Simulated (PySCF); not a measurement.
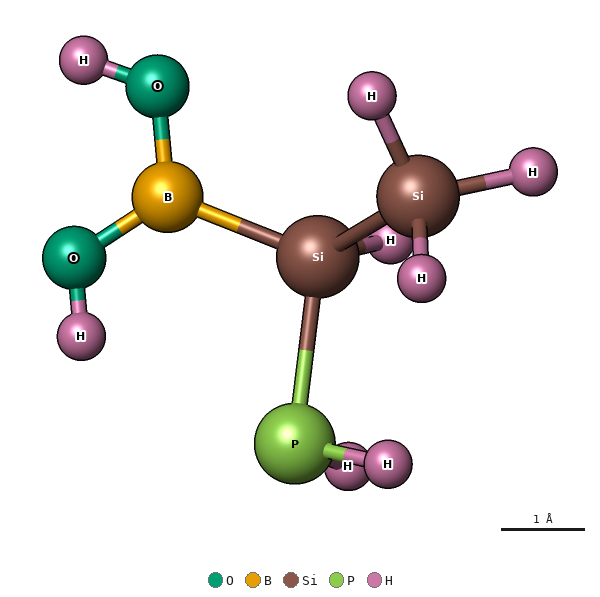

Figure 1. The structure (ball-and-stick view, seen at a tilt).

**BSi2PH8O2: NMR shielding calculation**

The run: NMR shielding calculation of BSi2PH8O2. Method and program: common gauge origin B97-D/pcSseg-0 NMR shielding, non-relativistic, gas phase (PySCF 2.14.0).

Some settings of this run were made unusual or wrong on purpose. The geometry comes from this level: GFN2-xTB.

Input file:
```
{"job": {"kind": "nmr", "xc": "B97-D", "basis": "pcSseg-0", "pop": false, "gauge": [0, 0, 0], "scf": {"max_cycle": 96}}, "charge": 0, "multiplicity": 1}
O      1.676117    -1.775875    -0.823965
B      1.591163    -0.596191    -0.175233
O      2.716504    -0.120163     0.413542
Si    -0.186953     0.276561    -0.120132
Si    -1.984844    -0.936850     0.752776
P      0.126653     2.178032     1.113111
H      2.550195    -2.174832    -0.826337
H      2.655123     0.715109     0.878025
H     -0.633643     0.764006    -1.447701
H     -2.348703    -0.512262     2.110647
H     -1.701620    -2.371671     0.826511
H     -3.203690    -0.795428    -0.049465
H     -0.079232     3.053682     0.070083
H     -1.177748     2.295409     1.535997
```

The first line tells a small driver script what to run in PySCF; the rest is the geometry in Å.

Machine: 1 CPU thread, shared host.

Launched with:
```bash
OMP_NUM_THREADS=1 python <driver script> task.json out
```

Log:
```
final grid: 112384 points
cycle   1  E = -1098.7652384265  dE =  4.040e-01  |g| = 9.127e-01  |ddm| = 3.596e+00
cycle   2  E = -1098.3793132391  dE =  3.859e-01  |g| = 1.663e+00  |ddm| = 3.240e+00
cycle   3  E = -1098.9172925482  dE = -5.380e-01  |g| = 9.421e-02  |ddm| = 2.365e+00
cycle   4  E = -1098.9195352975  dE = -2.243e-03  |g| = 4.224e-02  |ddm| = 2.025e-01
cycle   5  E = -1098.9200651734  dE = -5.299e-04  |g| = 1.562e-02  |ddm| = 9.284e-02
cycle   6  E = -1098.9201111709  dE = -4.600e-05  |g| = 5.952e-03  |ddm| = 1.893e-02
cycle   7  E = -1098.9201193463  dE = -8.175e-06  |g| = 1.016e-03  |ddm| = 1.075e-02
cycle   8  E = -1098.9201196943  dE = -3.480e-07  |g| = 2.715e-04  |ddm| = 2.506e-03
cycle   9  E = -1098.9201197198  dE = -2.547e-08  |g| = 7.963e-05  |ddm| = 7.532e-04
cycle  10  E = -1098.9201197218  dE = -2.001e-09  |g| = 1.861e-05  |ddm| = 1.978e-04
cycle  11  E = -1098.9201197219  dE = -1.164e-10  |g| = 6.733e-06  |ddm| = 5.348e-05
converged SCF energy = -1098.9201197219

GIAO shielding tensors (ppm)
atom      isotropic    diamagn.    paramagn.     s11        s22        s33       span
  0 O      165.296     469.549    -304.254    -34.792    236.620    294.059    328.851
  1 B      242.099     463.216    -221.118    171.416    215.216    339.664    168.248
  2 O      124.570     445.943    -321.373    -66.211    145.435    294.487    360.698
  3 Si     669.859    1090.564    -420.705    619.643    663.470    726.464    106.821
  4 Si     573.657     956.560    -382.903    554.760    573.943    592.268     37.508
  5 P      589.955    1028.592    -438.637    421.453    613.501    734.910    313.456
  6 H      -86.071    -135.067      48.995   -204.383   -138.673     84.842    289.224
  7 H       56.730      73.804     -17.074    -98.641     64.193    204.638    303.279
  8 H       87.643     114.194     -26.551     64.427     66.500    132.002     67.575
  9 H        5.587       9.116      -3.529    -81.773    -21.879    120.413    202.186
 10 H       25.988      33.874      -7.886    -63.170     14.487    126.648    189.818
 11 H       -9.832      -9.659      -0.173    -81.329    -47.119     98.951    180.280
 12 H       15.970      21.431      -5.460    -79.287    -17.188    144.386    223.673
 13 H       25.714      33.172      -7.458    -93.011     10.954    159.198    252.210
```

Outcome:

| quantity | value |
| --- | --- |
| outcome | converged |
| total energy | −1098.920120 hartree |
| HOMO | −6.19 eV |
| LUMO | −1.32 eV |
| dipole moment | 0.81 D |
| isotropic shielding, O | 124.6 to 165.3 ppm |
| isotropic shielding, B | 242.1 ppm |
| isotropic shielding, Si | 573.7 to 669.9 ppm |
| isotropic shielding, P | 590.0 ppm |
| isotropic shielding, H | −86.1 to 87.6 ppm |
| wall time | 7 s |
| peak memory | 0.42 GiB |

What went wrong:

Some settings of this run were drawn to be unusual or wrong; see gauge = [0, 0, 0]. It converged; results that depend on the unusual settings are not reference values.
